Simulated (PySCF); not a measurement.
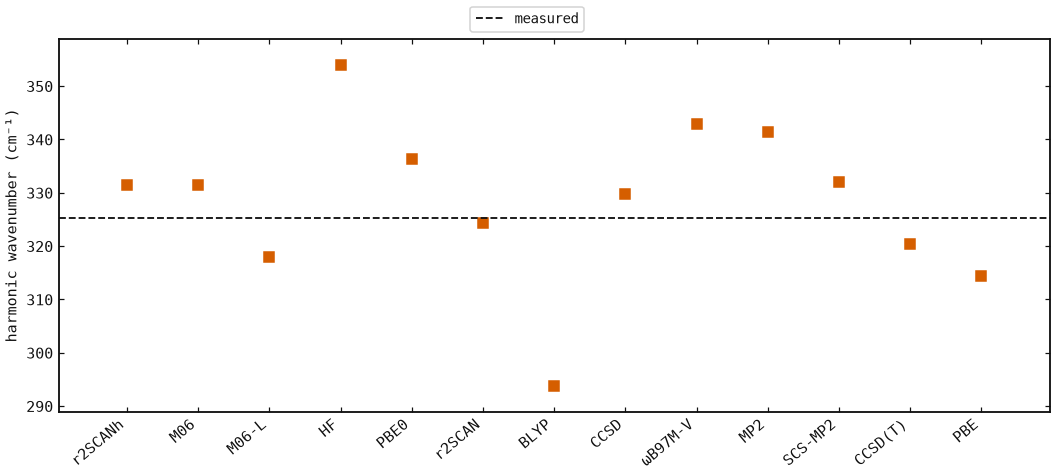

Harmonic wavenumber of Br₂, singlet at several levels, def2-TZVPP (non-relativistic), PySCF, no spin-orbit coupling, from fits to the bond curves (references: RHF and UKS, as the method has it). The measured value is Huber and Herzberg's. Correlated wave-function values are in the same finite basis, not at its limit.

What range do the values span, the line included?

From 294 cm⁻¹ (BLYP) to 354 cm⁻¹ (HF).

Give the values.

```csv
level,cm⁻¹,less measured
r2SCANh,331,6
M06,331,6
M06-L,318,−7
HF,354,29
PBE0,336,11
r2SCAN,324,−1
BLYP,294,−32
CCSD,330,5
ωB97M-V,343,18
MP2,341,16
SCS-MP2,332,7
CCSD(T),320,−5
PBE,314,−11
measured,325,0
```

Caveats: no scalar relativity; spin-orbit coupling is left out; it can lower the fragment Br more than the molecule, and De with it.
